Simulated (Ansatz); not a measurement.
# CAM-B3LYP/STO-3G run of BF3 (boron trifluoride)

Aim: the energy change on altering one bond length of BF3 (boron trifluoride) at CAM-B3LYP/STO-3G, from 2 runs. 

The calculation is run with Ansatz 0.2.0.

35 further runs of the same task are left out: 2 that didn't finish, 33 set aside as unsound or not needed.

## Step 1: The structure to begin with

BF3: 4 atoms, total charge 0, spin state singlet. As SMILES, `FB(F)F`. Geometry: relaxed at GFN2-xTB.

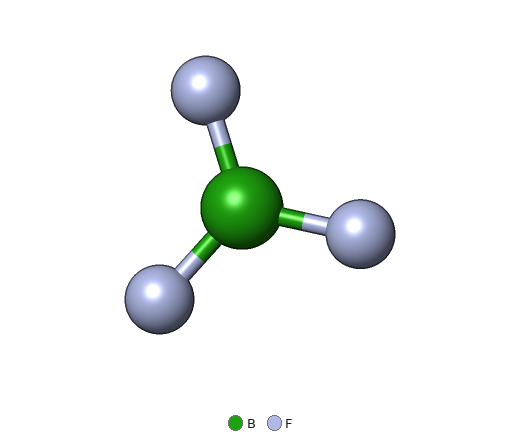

Viewed from a chosen angle; boron green, fluorine light blue.

## Step 2: The energy at CAM-B3LYP/STO-3G

run.yaml

```yaml
crystal:
  periodic: [false, false, false]
  atoms:
    - {symbol: B, position_ang: [0.000110, 0.000040, -0.000210]}
    - {symbol: F, position_ang: [1.300290, -0.027650, 0.013460]}
    - {symbol: F, position_ang: [-0.626240, 1.139760, -0.017260]}
    - {symbol: F, position_ang: [-0.674160, -1.112140, 0.004010]}
basis:
  gaussian:
    orbitals: STO-3G
accuracy: high
hamiltonian:
  xc: {name: CAM-B3LYP}
```

Launch:

```bash
ansatz run run.yaml --threads 1 --pin off --max-ram 2610MiB --events-out events.jsonl --progress --plain --runs-dir runs
```

The log of the run:

```text
Warning: RAYON_NUM_THREADS=1 ignored (pool sized by the plan → 1); use --threads N
Functional definition: CAM-B3LYP
  name "CAM-B3LYP"
  parameter alpha = 0.19
  parameter beta = 0.46
  parameter omega = 0.33/bohr
  parameter ac = 0.81
  exchange = (1 - alpha - beta)*b88_x + beta*b88_x_sr(omega) + alpha*exact_x + beta*exact_x_lr(omega)
  correlation = (1 - ac)*vwn5_c + ac*lyp_c
366 factors; integrals over basis functions are off by at most 3.2e-8 eV
157 factors; integrals over basis functions are off by at most 7.7e-10 eV
mean field evaluation 1: about -8699.2973 eV, gradient 2.4e1 eV
mean field evaluation 2: about -8700.6682 eV, gradient 1.5e1 eV
mean field evaluation 4: about -8701.2699 eV, gradient 7.1e-2 eV
mean field evaluation 8: about -8701.2559 eV, gradient 3.1e-4 eV
mean field evaluation 16: about -8701.2559 eV, gradient 1.9e-8 eV
mean field -8701.25591254 eV, -319.7652568626 hartree, gradient 1.9e-8 eV, S^2 0.000000; 0 other end points of the search recorded, 0 dependent functions left out
reference -8701.25592133 eV, -319.7652571858 hartree; 16, 16 occupied and 4, 4 virtual orbitals, 366 factors
Total energy: -8701.25592133 eV, -319.7652571858 hartree
```

It took 1.2 s on 1 thread of Arm Neoverse V1, shared host; peak memory 0.093 GiB.

## Step 3: The distorted shape

molecule.yaml

```yaml
basis:
  gaussian:
    orbitals: STO-3G
crystal:
  periodic: [false, false, false]
  atoms:
    - symbol: B
      position_ang: [0.168693, 0.278111, -0.001265]
    - symbol: F
      position_ang: [1.468873, 0.250421, 0.012405]
    - symbol: F
      position_ang: [-0.457657, 1.417831, -0.018315]
    - symbol: F
      position_ang: [-0.674160, -1.112140, 0.004010]
hamiltonian:
  xc: {name: CAM-B3LYP}
accuracy: high
```

Launch:

```bash
ansatz run molecule.yaml --threads 1 --pin off --max-ram 2610MiB --events-out events.jsonl --progress --plain --runs-dir runs
```

The log of the run (excerpt; [...] marks lines left out):

```text
Warning: RAYON_NUM_THREADS=1 ignored (pool sized by the plan → 1); use --threads N
[... 8 set-up lines as earlier in the session ...]
364 factors; integrals over basis functions are off by at most 4.8e-8 eV
159 factors; integrals over basis functions are off by at most 1.0e-9 eV
mean field evaluation 1: about -8697.0689 eV, gradient 2.7e1 eV
mean field evaluation 2: about -8697.2861 eV, gradient 3.0e1 eV
mean field evaluation 4: about -8699.9080 eV, gradient 9.8e-1 eV
mean field evaluation 8: about -8699.8805 eV, gradient 9.5e-3 eV
mean field evaluation 16: about -8699.8805 eV, gradient 1.9e-8 eV
mean field -8699.88051399 eV, -319.7147118984 hartree, gradient 2.4e-8 eV, S^2 0.000000; 0 other end points of the search recorded, 0 dependent functions left out
reference -8699.88052295 eV, -319.7147122275 hartree; 16, 16 occupied and 4, 4 virtual orbitals, 364 factors
Total energy: -8699.88052295 eV, -319.7147122275 hartree
```

Wall time 1.1 s (1 thread of Arm Neoverse V1, shared host); peak memory 0.094 GiB.

## Step 4: Outcome

At CAM-B3LYP/STO-3G:

```
                                                         quantity          value
                                        first shape: total energy  -319.76526 Eh
                                    distorted shape: total energy  -319.71471 Eh
energy change with the B1–F4 bond stretched from 1.301 to 1.626 Å       1.375 eV
```

**Reading.** With the B1–F4 bond stretched from 1.301 to 1.626 Å the energy rises by 1.38 eV (133 kJ/mol). The first shape isn't relaxed at this level, so the change isn't measured from a minimum. The minimal basis adds a large error of its own.
